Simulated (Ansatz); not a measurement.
# B₂H (quartet): one geometry, many settings at distance B1–H3 = 3.233 Å

Aim: run B₂H (quartet) at one geometry under a spread of methods and options, and see what each costs and gives.

Program: Ansatz 0.2.0, Gaussian basis. Level of theory: the settings change from run to run. These are calculated values, not measurements.

24 further runs of the same task are left out: 2 for a known fault of the program, 17 that didn't finish, 5 set aside as unsound or not needed.

**1. What is computed**

The geometry derives from a PBE0/def2-TZVP stationary point (not a proven minimum). One bond is set to the value named and the two fragments are kept rigid.

3 atoms, charge 0, spin multiplicity 4.

Atoms are counted from 1 here; the program's logs count them from 0.

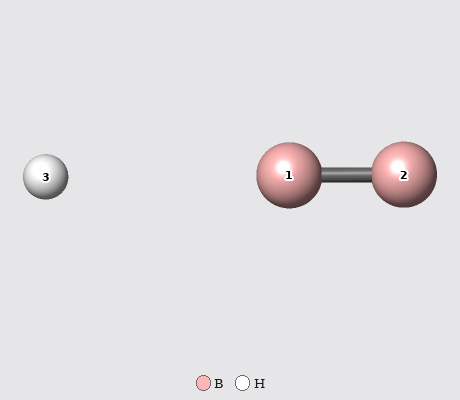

The structure; boron pink, hydrogen white; atoms are numbered from 1 in the order of the file.

**2. CCSDT(Q)/B/6-31G**

in.yaml reads:

```yaml
crystal:
  periodic: [false, false, false]
  atoms:
    - {symbol: B, position_ang: [0.000000, 0.000000, -0.570858]}
    - {symbol: B, position_ang: [0.000000, 0.000000, -2.091285]}
    - {symbol: H, position_ang: [0.000000, 0.000000, 2.662142]}
basis:
  gaussian: {orbitals: 6-31G}
magnetization: {spin_polarized: false, initial_magnetization: 3}
hamiltonian: {xc: {name: PBE}}
correlation: {method: ccsdt_q_b, electrons: valence}
accuracy: high
```

On the command line:

```console
$ ansatz run in.yaml --threads 1 --pin off --events-out ev --progress --plain --max-ram 2393MiB
```

What it wrote, cut to the lines that bear on the results:

```text
Functional definition: PBE
  name "PBE"
  cite "Perdew, Burke & Ernzerhof, Phys. Rev. Lett. 77, 3865 (1996) doi:10.1103/PhysRevLett.77.3865"
  parent pbe
[...]
454 factors; integrals over basis functions are off by at most 2.8e-9 eV
[...]
mean field -1355.49654915 eV, -49.8135793925 hartree, gradient 2.5e-8 eV, S^2 3.750000; 7 other end points of the search recorded, 0 dependent functions left out
[...]
unrestricted determinant -1350.28662272 eV, -49.6221181279 hartree, S^2 4.6503
2 core orbitals not correlated: weight in the atoms' cores, before any rotation towards them, 1.000 or more for the frozen orbitals, at most 0.000 for the correlated occupied ones
reference -1347.95484068 eV, -49.5364267184 hartree; 5, 2 occupied and 13, 16 virtual orbitals, 454 factors
second order -3.58892545 eV of doubles, -0.28070216 eV of singles
cycle   1  -3.77931384 eV  change   -4.0e-1 eV  update   1.1e-1
[...]
cycle  98  -4.65763638 eV  change   2.8e-10 eV  update  1.5e-10
perturbative correction -0.06897477 eV, -0.0025347760 hartree
WARN: the results are in doubt because among natural orbitals full CI differs from the method by -0.188 eV
Total energy: -1352.68145183 eV, -49.7101264742 hartree
In doubt: among natural orbitals full CI differs from the method by -0.188 eV
```

Wall time 13 s (1 thread of Intel Xeon at 2.50GHz, shared host).

From the report: correlation -4.7266 eV; T1 0.061; largest double amplitude 0.53. The orbitals are Kohn-Sham ones, so correlation energy and T1 don't compare with those on Hartree-Fock orbitals. Mind the lines of doubt at the end of the log.

**3. CASCI(5,8)/6-31G**

in.yaml reads:

```yaml
crystal:
  periodic: [false, false, false]
  atoms:
    - {symbol: B, position_ang: [0.000000, 0.000000, -0.570858]}
    - {symbol: B, position_ang: [0.000000, 0.000000, -2.091285]}
    - {symbol: H, position_ang: [0.000000, 0.000000, 2.662142]}
basis:
  gaussian: {orbitals: 6-31G, point_charges: [{charge: 0.50, position_ang: [3.579, -0.054, 0.887]}]}
magnetization: {spin_polarized: false, initial_magnetization: 3}
correlation: {active_space: {window: {electrons: 5, orbitals: 8}, fixed_orbitals: true, states: [{multiplicity: 4, weights: [1, 1, 0.5, 1]}], root: 2}}
accuracy: high
output: {forces: true}
```

The command is unchanged.

What it wrote, cut to the lines that bear on the results:

```text
Functional definition: HF
  name "HF"
  cite "Fock, Z. Phys. 61, 126 (1930) doi:10.1007/BF01340294"
  parent pbe
[...]
454 factors; integrals over basis functions are off by at most 2.8e-9 eV
[...]
mean field -1348.84270073 eV, -49.5690549733 hartree, gradient 6.9e-8 eV, S^2 3.750000; 18 other end points of the search recorded, 0 dependent functions left out
reference -1348.84270073 eV, -49.5690549733 hartree; 7, 4 occupied and 13, 16 virtual orbitals, 454 factors
state -1350.83320953 eV, -49.6422048227 hartree
state -1350.66870612 eV, -49.6361594337 hartree
state -1349.54977910 eV, -49.5950396242 hartree
state -1349.45377540 eV, -49.5915115533 hartree
[...]
Total energy: -1349.54977910 eV, -49.5950396242 hartree
Atom 0 at     0.000000     0.000000    -0.570858 Å, force     0.217390    -0.003280     6.616078 eV/Å
Atom 1 at     0.000000     0.000000    -2.091285 Å, force    -0.189172     0.002854    -6.789533 eV/Å
Atom 2 at     0.000000     0.000000     2.662142 Å, force     0.006085    -0.000092     0.101568 eV/Å
Dipole moment:     0.023357    -0.000351    -0.353785 e Å
```

It took 1.3 s on 1 thread of Intel Xeon at 2.50GHz, shared host.

From the report: 560 determinants; active occupations (of the averaged states) 1.53, 1.00, 0.87, 0.80, 0.72, 0.04, 0.04, 0.00.

**4. CCSDT(Q)/B on ROHF/6-31G**

in.yaml reads:

```yaml
crystal:
  periodic: [false, false, false]
  atoms:
    - {symbol: B, position_ang: [0.000000, 0.000000, -0.570858]}
    - {symbol: B, position_ang: [0.000000, 0.000000, -2.091285]}
    - {symbol: H, position_ang: [0.000000, 0.000000, 2.662142]}
basis:
  gaussian: {orbitals: 6-31G}
magnetization: {spin_polarized: false, initial_magnetization: 3}
correlation: {method: ccsdt_q_b, electrons: all}
scf: {lower_state_search: full}
```

Same command.

What it wrote, cut to the lines that bear on the results:

```text
Functional definition: HF
  name "HF"
  cite "Fock, Z. Phys. 61, 126 (1930) doi:10.1007/BF01340294"
  parent pbe
[...]
440 factors; integrals over basis functions are off by at most 1.1e-7 eV
[...]
mean field -1348.68059040 eV, -49.5630975286 hartree, gradient 4.8e-7 eV, S^2 3.750000; 29 other end points of the search recorded, 0 dependent functions left out
[...]
determinant -1348.68059040 eV, -49.5630975286 hartree, with singles and doubles -1351.35194608 eV, -49.6612680391 hartree
determinant -1348.68053541 eV, -49.5630955077 hartree, with singles and doubles -1351.41849834 eV, -49.6637137898 hartree
determinant -1348.65593671 eV, -49.5621915222 hartree, with singles and doubles -1351.30779712 eV, -49.6596455950 hartree
determinant -1348.65550891 eV, -49.5621758010 hartree, with singles and doubles -1351.41398935 eV, -49.6635480873 hartree
[...]
determinant -1348.32277365 eV, -49.5499480058 hartree, with singles and doubles -1352.48375617 eV, -49.7028612930 hartree
determinant -1347.03217525 eV, -49.5025193893 hartree, with singles and doubles -1352.82416256 eV, -49.7153709968 hartree
[...]
determinant -1346.28241379 eV, -49.4749661639 hartree, with singles and doubles -1351.94499015 eV, -49.6830620067 hartree
determinant -1346.28241379 eV, -49.4749661639 hartree, with singles and doubles -1352.82883616 eV, -49.7155427486 hartree
unrestricted determinant -1351.01279518 eV, -49.6488044734 hartree, S^2 4.7350
reference -1347.03217526 eV, -49.5025193895 hartree; 7, 4 occupied and 13, 16 virtual orbitals, 440 factors
second order -3.46852881 eV of doubles, -0.02634180 eV of singles
cycle   1  -5.79197333 eV  change    1.4e-5 eV  update   2.9e-2
[...]
cycle  45  -5.91642923 eV  change    4.1e-7 eV  update   5.8e-7
perturbative correction -0.01770917 eV, -0.0006508001 hartree
WARN: these amplitudes may be one of several solutions (largest doubles amplitude 0.64, level shift 6.26 eV)
Total energy: -1352.96631366 eV, -49.7205949536 hartree
```

Run time: 25 s. Hardware: 1 thread of Intel Xeon at 2.50GHz, shared host.

From the report: correlation -5.9341 eV; T1 0.119; largest double amplitude 0.64. The report flags that the cluster equations may have other roots.

**5. BCCD on UHF/def2-SVPD**

in.yaml reads:

```yaml
crystal:
  periodic: [false, false, false]
  atoms:
    - {symbol: B, position_ang: [0.000000, 0.000000, -0.570858]}
    - {symbol: B, position_ang: [0.000000, 0.000000, -2.091285]}
    - {symbol: H, position_ang: [0.000000, 0.000000, 2.662142]}
basis:
  gaussian: {orbitals: def2-SVPD}
magnetization: {spin_polarized: true, initial_magnetization: 3}
correlation: {method: bccd, electrons: valence}
scf: {lower_state_search: full}
output: {forces: true}
```

The command is unchanged.

What it wrote, cut to the lines that bear on the results:

```text
Functional definition: HF
  name "HF"
  cite "Fock, Z. Phys. 61, 126 (1930) doi:10.1007/BF01340294"
  parent pbe
[...]
477 factors; integrals over basis functions are off by at most 1.3e-3 eV
[...]
mean field -1350.22099832 eV, -49.6197064757 hartree, gradient 1.4e-6 eV, S^2 4.733319; 22 other end points of the search recorded, 0 dependent functions left out
determinant -1350.22099832 eV, -49.6197064757 hartree, with singles and doubles -1352.89484720 eV, -49.7179686097 hartree
determinant -1349.60313798 eV, -49.5970005269 hartree, with singles and doubles -1352.60450059 eV, -49.7072985682 hartree
determinant -1349.53978282 eV, -49.5946722677 hartree, with singles and doubles -1352.53688952 eV, -49.7048139073 hartree
determinant -1348.82741058 eV, -49.5684930708 hartree, with singles and doubles -1351.93861716 eV, -49.6828278039 hartree
[...]
determinant -1347.64753877 eV, -49.5251335814 hartree, with singles and doubles -1352.50702815 eV, -49.7037165224 hartree
2 core orbitals not correlated: weight in the atoms' cores, before any rotation towards them, 1.000 or more for the frozen orbitals, at most 0.000 for the correlated occupied ones
reference -1350.22099832 eV, -49.6197064757 hartree; 5, 2 occupied and 41, 44 virtual orbitals, 477 factors
second order -2.15337360 eV of doubles, -0.00000000 eV of singles
cycle   1  -2.69785482 eV  change    4.4e-3 eV  update   3.6e-3
[...]
cycle  18  -2.69629297 eV  change   -9.2e-8 eV  update   8.6e-7
[...]
Total energy: -1352.91729129 eV, -49.7187934148 hartree
Atom 0 at     0.000000     0.000000    -0.570858 Å, force     0.000000    -0.000000     0.878466 eV/Å
Atom 1 at     0.000000     0.000000    -2.091285 Å, force    -0.000000     0.000000    -0.761894 eV/Å
Atom 2 at     0.000000     0.000000     2.662142 Å, force    -0.000000     0.000000    -0.116572 eV/Å
Dipole moment:     0.000000    -0.000000    -0.009790 e Å
```

Wall time 33 s (1 thread of Intel Xeon at 2.50GHz, shared host).

From the report: ⟨S²⟩ of the determinant 4.733 (pure quartet: 3.75); correlation -2.6963 eV; largest double amplitude 0.07. The determinant is far from a pure spin state, so its energy mixes those of several spin states (harmless only where they are near-degenerate, as at dissociation).

**6. The runs in one table**

Where basis and cores are those of an earlier FCI/6-31G run (-1352.9054 eV), and the state is the same kind, the miss against it is given. † marks a result that the program doubts.

| level | correlated | functions | energy (eV) | from FCI (meV) | time |
| --- | --- | --- | --- | --- | --- |
| CCSDT(Q)/B/6-31G (on PBE orbitals) † | valence | 20 | -1352.6815 | 223.9 | 13 s |
| CASCI(5,8)/6-31G (excited root 2 of an average, beside a point charge) |  | 20 | -1349.5498 |  | 1.3 s |
| CCSDT(Q)/B on ROHF/6-31G † | all | 20 | -1352.9663 |  | 25 s |
| BCCD on UHF/def2-SVPD | valence | 48 | -1352.9173 |  | 33 s |

**7. What came out**

```
quantity                                                                          value
    runs                                                                              4
quickest  CASCI(5,8)/6-31G (excited root 2 of an average, beside a point charge), 1.3 s
 slowest                                                    BCCD on UHF/def2-SVPD, 33 s
```

**Reading.** Total energies in different bases, with other cores or another treatment of relativity can't be set against each other. BCCD on UHF/def2-SVPD took 25 times as long as CASCI(5,8)/6-31G (excited root 2 of an average, beside a point charge); the jobs differ in more than the method. Cores frozen from Kohn-Sham orbitals shift the total energy.
